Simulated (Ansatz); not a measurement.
Run report: WCl₂F₅, geometry relaxation

- system: WCl₂F₅, multiplicity 2
- method: UKS PBE/def2-SVP (Ansatz 0.2.0)

The input holds or restrains some coordinates. It belongs to a series of runs on one base structure; here: pulled along the bonds that form and break, towards end A.

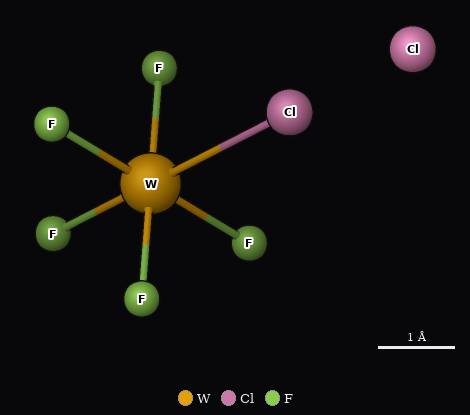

Figure 1. The starting structure (ball-and-stick view, seen at a tilt). Sticks mark near contacts.

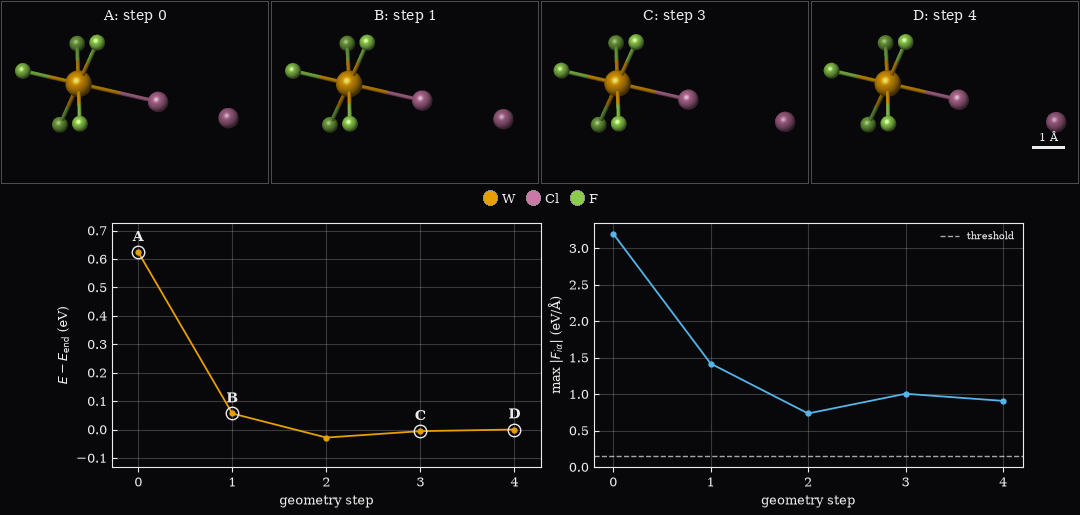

Figure 2. Frames of the restrained relaxation (ball-and-stick view, seen at a tilt) above the curves, on which the letters mark them (the first geometry is step 0 here and step 1 in the log).

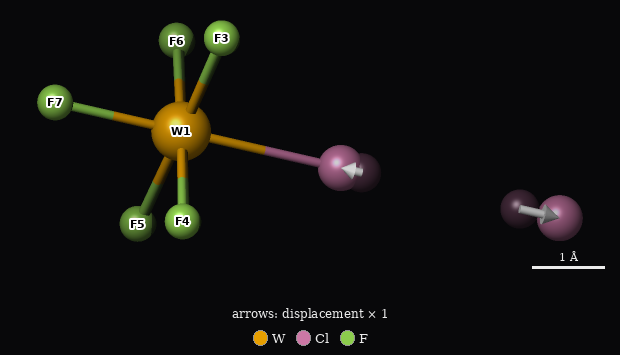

Figure 3. Start (faint) and end (solid) with the displacements as white arrows, at true length (ball-and-stick view, seen at a tilt). The two geometries are laid on each other by the best rigid fit. The largest move after the best rigid fit is that of Cl8, 0.59 Å. By element the largest moves are Cl 0.59 Å, F 0.05 Å, W 0.03 Å. Among the contacts that change: W1–Cl2 2.640 → 2.362 Å, W1–F3 1.850 → 1.862 Å. Over 4 geometry steps the energy falls by 0.624 eV. Largest force component: 3.2 eV/Å at the start, 0.91 eV/Å at the end. (Atoms are counted from 1 in the order of the input.)

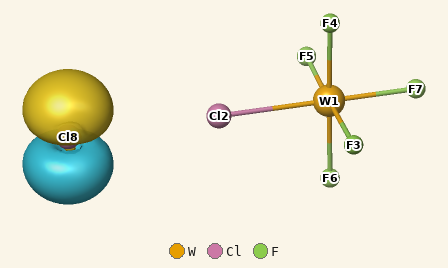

Figure 4. The HOMO (α) at ±0.2 Å⁻³ᐟ² (yellow and cyan are the two phases), seen at a tilt. Its energy is −7.84 eV.

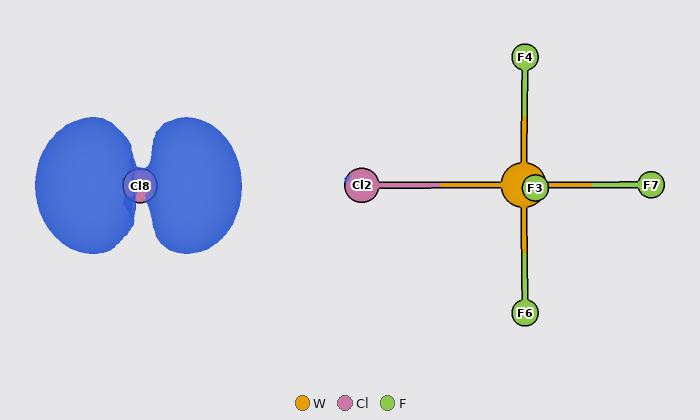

Figure 5. Isosurface of the spin density at +0.03 e/Å³ (blue), seen face on. The unpaired spin (1 electron) lies mostly on Cl8 (about 1.0), in electrons by Hirshfeld's partition.

The input and output of the run follow.

Input:
```yaml
crystal:
  periodic: [false, false, false]
  atoms:
    - { symbol: W, position_ang: [0.0, 0.0, 0.0] }
    - { symbol: Cl, position_ang: [0.0, 0.0, 2.64] }
    - { symbol: F, position_ang: [1.85, 0.0, 0.0] }
    - { symbol: F, position_ang: [0.0, 1.85, 0.0] }
    - { symbol: F, position_ang: [-1.85, 0.0, 0.0] }
    - { symbol: F, position_ang: [0.0, -1.85, 0.0] }
    - { symbol: F, position_ang: [0.0, 0.0, -1.85] }
    - { symbol: Cl, position_ang: [0.0, 0.0, 4.98] }
magnetization:
  spin_polarized: true
  initial_magnetization: 1
basis:
  gaussian: { orbitals: def2-SVP }
hamiltonian:
  xc: pbe
relax:
  f_tol: 0.15
  max_steps: 25
  restrain:
    - { distance: [1, 7], at: 3.24, k: 30.0 }
    - { distance: [0, 1], at: 2.39, k: 30.0 }
output:
  orbitals: {}
```

Run as:
```bash
ansatz run input.yaml --threads 4 --pin off --max-ram 5120MiB --backend cpu --events-out ev --progress --plain --runs-dir out
```

Log:
```
The last accepted step is kept in [file] (removed where the run ends without a failure and the disk answers)
Engine: ansatz 0.2.0, aarch64-unknown-linux-gnu
Functional definition: PBE
  parameter kappa = 0.804
  parameter beta = 0.06672455060314922
  exchange = pbe_x(kappa = kappa, mu = beta*pi^2/3)
  correlation = pbe_c(beta = beta)
1437 factors; their error is unknown
mean field evaluation 1: about -40407.0300 eV, gradient 6.0e1 eV
mean field evaluation 2: about -40054.0557 eV, gradient 2.3e2 eV
mean field evaluation 4: about -40284.7120 eV, gradient 1.3e2 eV
mean field evaluation 8: about -40420.8357 eV, gradient 7.0e-1 eV
mean field evaluation 16: about -40415.4217 eV, gradient 2.2e1 eV
mean field evaluation 32: about -40418.2263 eV, gradient 4.8e-2 eV
mean field evaluation 64: about -40418.5836 eV, gradient 2.8e0 eV
mean field evaluation 96: about -40391.8563 eV, gradient 5.0e1 eV
mean field evaluation 128: about -40419.7241 eV, gradient 5.9e-1 eV
mean field evaluation 160: about -40420.7732 eV, gradient 2.2e-5 eV
mean field -40420.77323610 eV, -1485.4360182426 hartree, gradient 2.2e-5 eV, S^2 0.755070; 12 other end points of the search recorded, 0 dependent functions left out
the calculation of the forces begins
reference -40420.77330785 eV, -1485.4360208794 hartree; 47, 46 occupied and 91, 92 virtual orbitals, 1437 factors
relax step   1: F+E_penalty+E_count = -40420.77323610 eV  Δ(F+E_penalty+E_count) = +0.000e0 eV  max|allowed force component| = 3.200e0 eV/Å  E_restraint = 13.08750000 eV  max|allowed force component, restraints' pulls added| = 3.770e1 eV/Å  Δτ_max = 0.0000 Å  (561 SCF iters, accepted)
  distance Cl 1 - Cl 7 = 2.3400 Å
  distance W 0 - Cl 1 = 2.6400 Å
these checks for a lower state are left out or cut short: starts, cluster_reference, orbital_swaps, neighbouring_geometries, increment
1437 factors; their error is unknown
mean field -40421.34082865 eV, -1485.4568768839 hartree, gradient 1.6e-5 eV, S^2 0.752211; 0 other end points of the search recorded, 0 dependent functions left out
the calculation of the forces begins
reference -40421.34090068 eV, -1485.4568795309 hartree; 47, 46 occupied and 91, 92 virtual orbitals, 1437 factors
relax step   2: F+E_penalty+E_count = -40421.34082865 eV  Δ(F+E_penalty+E_count) = -5.676e-1 eV  max|allowed force component| = 1.419e0 eV/Å  E_restraint = 4.39733283 eV  max|allowed force component, restraints' pulls added| = 1.873e1 eV/Å  Δτ_max = 0.1950 Å  (49 SCF iters, accepted)
  distance Cl 1 - Cl 7 = 2.6998 Å
  distance W 0 - Cl 1 = 2.4269 Å
these checks for a lower state are left out or cut short: starts, cluster_reference, orbital_swaps, neighbouring_geometries, increment
1437 factors; their error is unknown
mean field -40421.42550600 eV, -1485.4599887192 hartree, gradient 6.0e-6 eV, S^2 0.751540; 0 other end points of the search recorded, 0 dependent functions left out
the calculation of the forces begins
reference -40421.42557824 eV, -1485.4599913740 hartree; 47, 46 occupied and 91, 92 virtual orbitals, 1437 factors
relax step   3: F+E_penalty+E_count = -40421.42550600 eV  Δ(F+E_penalty+E_count) = -8.468e-2 eV  max|allowed force component| = 7.346e-1 eV/Å  E_restraint = 0.76800853 eV  max|allowed force component, restraints' pulls added| = 6.303e0 eV/Å  Δτ_max = 0.1905 Å  (63 SCF iters, accepted)
  distance Cl 1 - Cl 7 = 3.0281 Å
  distance W 0 - Cl 1 = 2.3107 Å
these checks for a lower state are left out or cut short: starts, cluster_reference, orbital_swaps, neighbouring_geometries, increment
1437 factors; their error is unknown
mean field evaluation 192: about -40421.4029 eV, gradient 4.8e-3 eV
mean field -40421.40294761 eV, -1485.4591597136 hartree, gradient 3.6e-6 eV, S^2 0.751529; 0 other end points of the search recorded, 0 dependent functions left out
the calculation of the forces begins
reference -40421.40302036 eV, -1485.4591623873 hartree; 47, 46 occupied and 91, 92 virtual orbitals, 1437 factors
relax step   4: F+E_penalty+E_count = -40421.40294761 eV  Δ(F+E_penalty+E_count) = +2.256e-2 eV  max|allowed force component| = 1.005e0 eV/Å  E_restraint = 0.03020319 eV  max|allowed force component, restraints' pulls added| = 6.352e-1 eV/Å  Δτ_max = 0.1980 Å  (56 SCF iters, accepted)
  distance Cl 1 - Cl 7 = 3.2163 Å
  distance W 0 - Cl 1 = 2.3519 Å
these checks for a lower state are left out or cut short: starts, cluster_reference, orbital_swaps, neighbouring_geometries, increment
1437 factors; their error is unknown
mean field -40421.39718104 eV, -1485.4589477960 hartree, gradient 5.1e-6 eV, S^2 0.751529; 0 other end points of the search recorded, 0 dependent functions left out
the calculation of the forces begins
reference -40421.39725387 eV, -1485.4589504726 hartree; 47, 46 occupied and 91, 92 virtual orbitals, 1437 factors
relax step   5: F+E_penalty+E_count = -40421.39718104 eV  Δ(F+E_penalty+E_count) = +5.767e-3 eV  max|allowed force component| = 9.071e-1 eV/Å  E_restraint = 0.01180351 eV  max|allowed force component, restraints' pulls added| = 6.977e-2 eV/Å  Δτ_max = 0.0362 Å  (54 SCF iters, accepted)
  distance Cl 1 - Cl 7 = 3.2372 Å
  distance W 0 - Cl 1 = 2.3621 Å
1437 factors; their error is unknown
mean field evaluation 224: about -40416.9430 eV, gradient 9.7e0 eV
mean field evaluation 256: about -40421.3410 eV, gradient 9.3e-7 eV
mean field evaluation 288: about -40380.0481 eV, gradient 4.7e1 eV
mean field evaluation 320: about -40421.3972 eV, gradient 5.1e-6 eV
mean field -40421.39718104 eV, -1485.4589477960 hartree, gradient 5.1e-6 eV, S^2 0.751529; 7 other end points of the search recorded, 0 dependent functions left out
the calculation of the forces begins
reference -40421.39725387 eV, -1485.4589504726 hartree; 47, 46 occupied and 91, 92 virtual orbitals, 1437 factors
Total energy: -40421.39725387 eV, -1485.4589504726 hartree
Atom 0 at    -0.000000    -0.000000    -0.029815 Å, force    -0.000000     0.000000     0.907097 eV/Å
Atom 1 at     0.000000    -0.000000     2.332274 Å, force     0.000000     0.000000    -0.776107 eV/Å
Atom 2 at     1.862031     0.000000    -0.052162 Å, force    -0.010400     0.000000    -0.012195 eV/Å
Atom 3 at    -0.000000     1.862031    -0.052162 Å, force     0.000000    -0.010400    -0.012195 eV/Å
Atom 4 at    -1.862031     0.000000    -0.052162 Å, force     0.010400     0.000000    -0.012195 eV/Å
Atom 5 at    -0.000000    -1.862031    -0.052162 Å, force     0.000000     0.010400    -0.012195 eV/Å
Atom 6 at     0.000000    -0.000000    -1.893281 Å, force     0.000000    -0.000000    -0.005858 eV/Å
Atom 7 at     0.000000    -0.000000     5.569467 Å, force    -0.000000    -0.000000    -0.076353 eV/Å
Dipole moment:     0.000000     0.000000    -0.086165 e Å
```

Trajectory as extended XYZ (Å, eV, eV/Å), 5 frames, from step=1 to step=5:
```
8
Properties=species:S:1:pos:R:3:forces:R:3 step=1 energy=-40420.77324
W     0.0000    0.0000    0.0000    0.0000   0.0000   1.7136
Cl    0.0000    0.0000    2.6400    0.0000   0.0000  -3.2002
F     1.8500    0.0000    0.0000    0.3183   0.0000   0.1305
F     0.0000    1.8500    0.0000    0.0000   0.3183   0.1305
F    -1.8500    0.0000    0.0000   -0.3183   0.0000   0.1305
F     0.0000   -1.8500    0.0000    0.0000  -0.3183   0.1305
F     0.0000    0.0000   -1.8500    0.0000   0.0000  -0.2561
Cl    0.0000    0.0000    4.9800    0.0000   0.0000   1.2205
8
Properties=species:S:1:pos:R:3:forces:R:3 step=2 energy=-40421.34083
W     0.0000    0.0000    0.0180    0.0000   0.0000   1.0675
Cl    0.0000    0.0000    2.4450    0.0000   0.0000  -1.4187
F     1.8527    0.0000    0.0022    0.2649   0.0000   0.0237
F     0.0000    1.8527    0.0022    0.0000   0.2649   0.0237
F    -1.8527    0.0000    0.0022   -0.2649   0.0000   0.0237
F     0.0000   -1.8527    0.0022    0.0000  -0.2649   0.0237
F     0.0000    0.0000   -1.8466    0.0000   0.0000   0.1333
Cl    0.0000    0.0000    5.1448    0.0000   0.0000   0.1231
8
Properties=species:S:1:pos:R:3:forces:R:3 step=3 energy=-40421.42551
W     0.0000    0.0000   -0.0035    0.0000   0.0000   0.7346
Cl    0.0000    0.0000    2.3072    0.0000   0.0000   0.0736
F     1.8573    0.0000   -0.0029    0.2071   0.0000  -0.0965
F     0.0000    1.8573   -0.0029    0.0000   0.2071  -0.0965
F    -1.8573    0.0000   -0.0029   -0.2071   0.0000  -0.0965
F     0.0000   -1.8573   -0.0029    0.0000  -0.2071  -0.0965
F     0.0000    0.0000   -1.8573    0.0000   0.0000  -0.3667
Cl    0.0000    0.0000    5.3353    0.0000   0.0000  -0.0554
8
Properties=species:S:1:pos:R:3:forces:R:3 step=4 energy=-40421.40295
W     0.0000    0.0000   -0.0350    0.0000   0.0000   1.0046
Cl    0.0000    0.0000    2.3170    0.0000   0.0000  -0.5979
F     1.8636    0.0000   -0.0371   -0.0527   0.0000  -0.0716
F     0.0000    1.8636   -0.0371    0.0000  -0.0527  -0.0716
F    -1.8636    0.0000   -0.0371    0.0527   0.0000  -0.0716
F     0.0000   -1.8636   -0.0371    0.0000   0.0527  -0.0716
F     0.0000    0.0000   -1.8968    0.0000   0.0000  -0.0437
Cl    0.0000    0.0000    5.5332    0.0000   0.0000  -0.0764
8
Properties=species:S:1:pos:R:3:forces:R:3 step=5 energy=-40421.39718
W     0.0000    0.0000   -0.0298    0.0000   0.0000   0.9071
Cl    0.0000    0.0000    2.3323    0.0000   0.0000  -0.7761
F     1.8620    0.0000   -0.0522   -0.0104   0.0000  -0.0122
F     0.0000    1.8620   -0.0522    0.0000  -0.0104  -0.0122
F    -1.8620    0.0000   -0.0522    0.0104   0.0000  -0.0122
F     0.0000   -1.8620   -0.0522    0.0000   0.0104  -0.0122
F     0.0000    0.0000   -1.8933    0.0000   0.0000  -0.0059
Cl    0.0000    0.0000    5.5695    0.0000   0.0000  -0.0764
```

Summary:

| quantity | value |
| --- | --- |
| outcome | converged under the restraints of the input |
| total energy | −40421.3973 eV |
| mean-field energy | −40421.3973 eV |
| ⟨S²⟩ | 0.752 |
| largest force (length of the vector) at the end, held atoms and coordinates included | 0.907 eV/Å |
| hardware | 4 threads of Arm Neoverse V2, 24 GiB of memory available, shared host |
| wall time | 87 s (CPU time 5.6 min) |
| peak memory | 0.43 GiB |
